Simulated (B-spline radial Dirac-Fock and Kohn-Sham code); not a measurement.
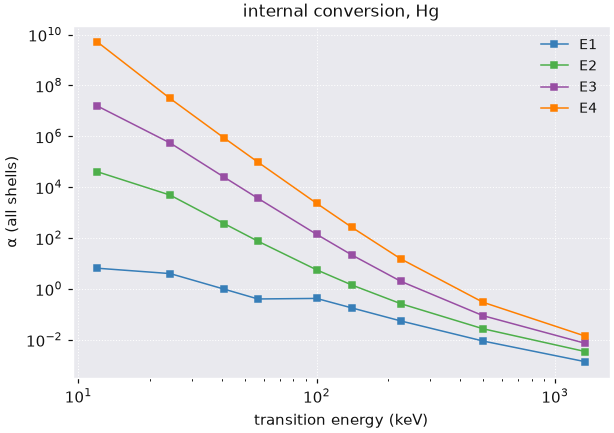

Total internal conversion coefficients against transition energy, at the marked points and joined by straight lines (also across edges). The total sums all shells and leaves out internal pair formation. The figure is for mercury (Z = 80). Method: a Dirac–Hartree–Slater potential of the neutral atom, no hole, surface-current nucleus (computed with a radial B-spline solver).

**Above what energy does an E1 transition emit more photons than conversion electrons?**

Between 24.3 and 40.9 keV, where α drops through 1.
